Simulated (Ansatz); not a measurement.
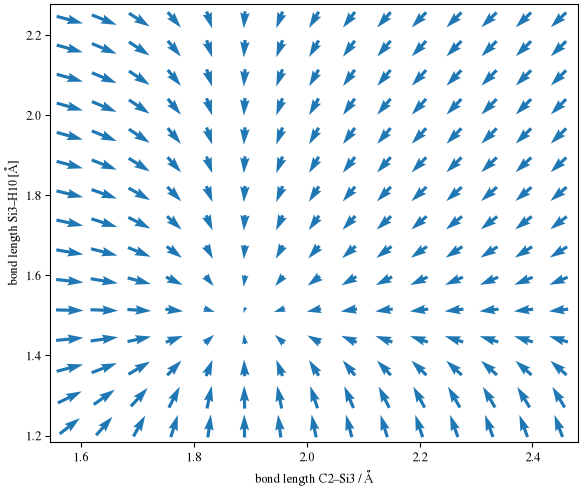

C2H7Si, SMILES CC[SiH2], spin multiplicity 2. The first coordinate is: bond length C2–Si3; the second: bond length Si3–H10. Nothing is relaxed (all other coordinates rigid). The scan uses a 15 × 15 grid. Points are written as (first, second). These are results of UKS PBE0-D4/def2-TZVP in Ansatz, not measurements.

In the figure: arrows along the force (downhill), their lengths compressed.

Q: The arrows alone are given. Where is the energy lowest?

A: The arrows converge at about (1.882 Å, 1.492 Å) (read from the interpolated surface).

The energy map of the same scan:

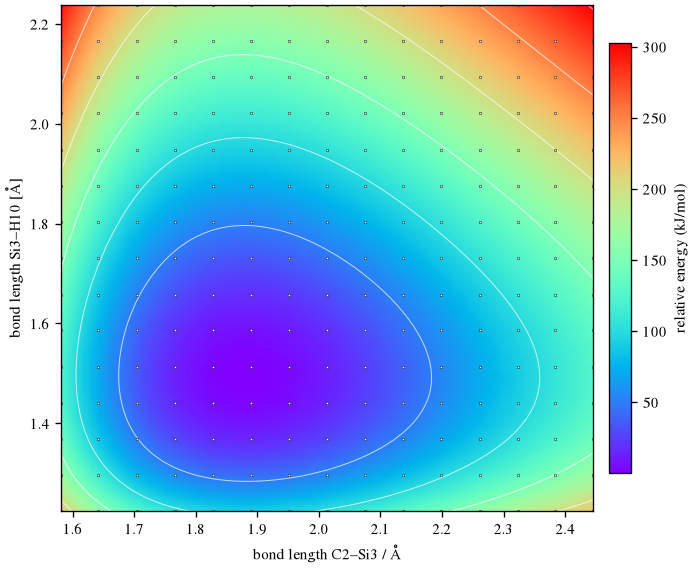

Energies are in kJ/mol, from the relaxed molecule at the same level; between grid points the surface is interpolated.
